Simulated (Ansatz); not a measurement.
Ligand exchange: C3H9BO2 + C2H8O2Si → C2H7BO3 + C3H10OSi

Species: C3H9BO2 `COB(C)OC`, singlet; C2H8O2Si `CO[SiH](C)O`, singlet; C2H7BO3 `COB(O)OC`, singlet; C3H10OSi `CO[SiH](C)C`, singlet. The partners trade CH3 for OH: B–CH3 and Si–OH bonds give way to B–OH and Si–CH3.

Shapes, held fixed at every level: PBE0-D4/def2-TZVP. Flexible molecules stand in one conformer, not always the lowest. Programs: Ansatz 0.2.0. Electronic energies: no zero-point or thermal term.

```json
{"level": "B3LYP-D4/def2-TZVPP", "kind": "global hybrid", "ΔE (kJ/mol)": "-11.6", "less CCSD(T)/CBS estimate": "-2.2"}
{"level": "wB97M-V/def2-TZVPP", "kind": "range-separated hybrid", "ΔE (kJ/mol)": "-11.3", "less CCSD(T)/CBS estimate": "-1.9"}
{"level": "wB97X-V/def2-TZVPP", "kind": "range-separated hybrid", "ΔE (kJ/mol)": "-11.2", "less CCSD(T)/CBS estimate": "-1.8"}
{"level": "B2PLYP/def2-TZVPP", "kind": "double hybrid", "ΔE (kJ/mol)": "-10.2", "less CCSD(T)/CBS estimate": "-0.8"}
{"level": "MP2/def2-TZVPP", "kind": "perturbation theory", "ΔE (kJ/mol)": "-9.7", "less CCSD(T)/CBS estimate": "-0.3"}
{"level": "CCSD/def2-TZVPP", "kind": "coupled cluster or CI", "ΔE (kJ/mol)": "-11.6", "less CCSD(T)/CBS estimate": "-2.2"}
{"level": "CCSD(T)/CBS estimate", "kind": "coupled cluster or CI", "ΔE (kJ/mol)": "-9.4", "less CCSD(T)/CBS estimate": "0.0"}
```

The highest level, CCSD(T)/CBS estimate, gives ΔE = -9.4 kJ/mol; the levels span -11.6 to -9.4. The column of differences is taken from that level and isn't an error. No measured value is set beside it here. The CBS estimate extrapolates MP2 from def2-TZVPP and def2-QZVPP and adds CCSD(T) − MP2 in the triple-zeta set, cores frozen.

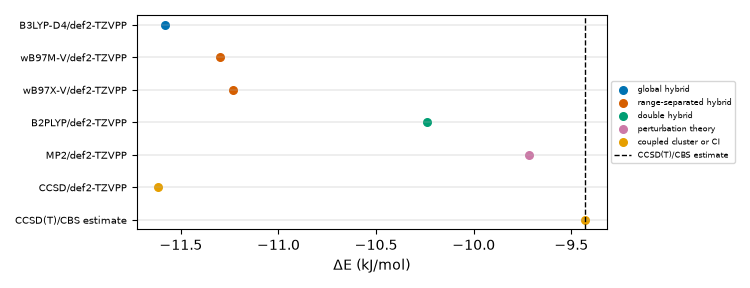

The values of the table, level by level.
